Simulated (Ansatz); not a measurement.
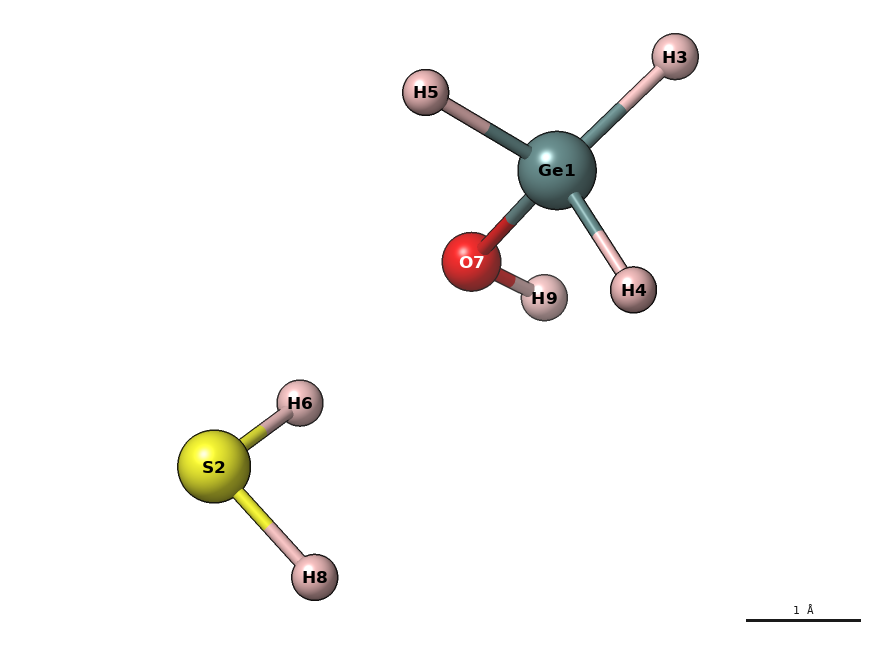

The computed structure is the end point of a PBE0-D4/def2-TZVP optimisation.

Find the hydrogen bonds (donors O, N, F, S or Cl) and give their geometry.

| D–H···A | D–H (Å) | H···A (Å) | angle (°) | kind |
| --- | --- | --- | --- | --- |
| S2–H6···O7 | 1.35 | 2.14 | 157 | intermolecular |
